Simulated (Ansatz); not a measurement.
**CH4OSiZn: a ladder of functionals and wavefunction methods**

Aim: compute CH4OSiZn with functionals from several rungs and with coupled cluster. The yardstick is the atomisation energy at the CCSD(T) limit.

Computed with Ansatz 0.2.0, Gaussian basis. Level: functionals in def2-TZVPP, the program's frozen cores in correlated methods.

Plan: PBE-D4, r2SCAN-D4, PBE0-D4, B3LYP-D4, ωB97X-V, ωB97M-V, B2PLYP; CCSD(T)/def2-TZVPP; MP2/def2-QZVPP; extrapolation to the limit.

## 1. The geometry

All runs share one geometry, relaxed beforehand with PBE0-D4 in a triple-zeta def2 set.

8 atoms, charge 0, spin multiplicity 1.

Atoms are counted from 1 here; the program's logs count them from 0.

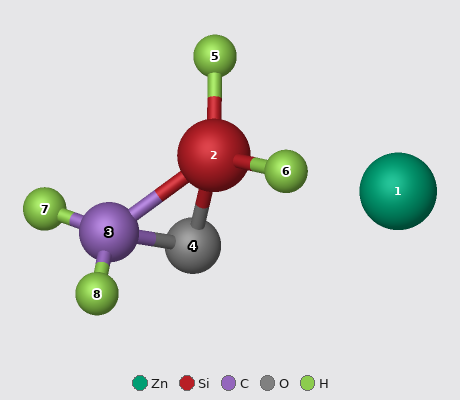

The structure; zinc teal, silicon red, carbon purple, oxygen grey, hydrogen green; atoms are numbered from 1 in the order of the file.

## 2. PBE-D4 (GGA)

File in.yaml:

```yaml
crystal:
  periodic: [false, false, false]
  atoms:
    - {symbol: Zn, position_ang: [-0.626347, 2.737100, -1.696604]}
    - {symbol: Si, position_ang: [-0.483342, 0.214146, 0.447886]}
    - {symbol: C, position_ang: [0.690173, -1.123138, 0.121248]}
    - {symbol: O, position_ang: [0.592281, 0.020963, -0.807184]}
    - {symbol: H, position_ang: [-1.923035, 0.066250, 0.147229]}
    - {symbol: H, position_ang: [-0.193846, 1.266838, 1.444387]}
    - {symbol: H, position_ang: [0.381179, -2.061854, -0.334174]}
    - {symbol: H, position_ang: [1.655037, -1.177405, 0.621414]}
basis:
  gaussian: {orbitals: def2-TZVPP}
hamiltonian: {xc: pbe, dispersion: d4}
output: {forces: true, orbitals: {seedname: orbitals}}
```

The run is started by

```sh
$ ansatz run in.yaml --threads 4 --pin off --events-out ev --progress --plain --max-ram 10444MiB
```

Further steps of the session: r2SCAN-D4 (meta-GGA); PBE0-D4 (hybrid); B3LYP-D4 (hybrid); ωB97X-V (range-separated); ωB97M-V (range-separated); B2PLYP (double hybrid); CCSD(T) in def2-TZVPP; MP2 in def2-QZVPP.

**Question.** What will the summary of the whole plan be? Wanted: atomisation energy, CCSD(T)/CBS; farthest; mean size of error, hybrid; mean size of error, range-separated; gap, smallest and largest; T1 diagnostic; triples share of the correlation energy.

As calculated:

| quantity | value |
| --- | --- |
| atomisation energy, CCSD(T)/CBS | 25.534 eV |
| functionals within 0.128 eV (0.5 %) | r2SCAN-D4, PBE0-D4, B3LYP-D4, ωB97X-V, ωB97M-V |
| farthest | PBE-D4 (+0.456 eV) |
| mean size of error, hybrid | 0.091 eV |
| mean size of error, range-separated | 0.060 eV |
| gap, smallest and largest | 3.92 eV (PBE-D4), 9.26 eV (ωB97X-V) |
| T1 diagnostic | 0.0155 |
| triples share of the correlation energy | 3.5 % |

What this shows: PBE-D4 is off by +0.456 eV. Double hybrids carry the basis error of their MP2 part in triple zeta, and no dispersion term here, so their miss is partly the set-up's. The reference freezes the cores and leaves out relativity and excitations past (T), so misses under about 0.128 eV can't be ranked. Hartree-Fock recovers 70 % of the binding; the rest is correlation. Orbital gaps span 3.9 to 9.3 eV; exact exchange widens them. For Zn the d shell is correlated and the shells below it are frozen.
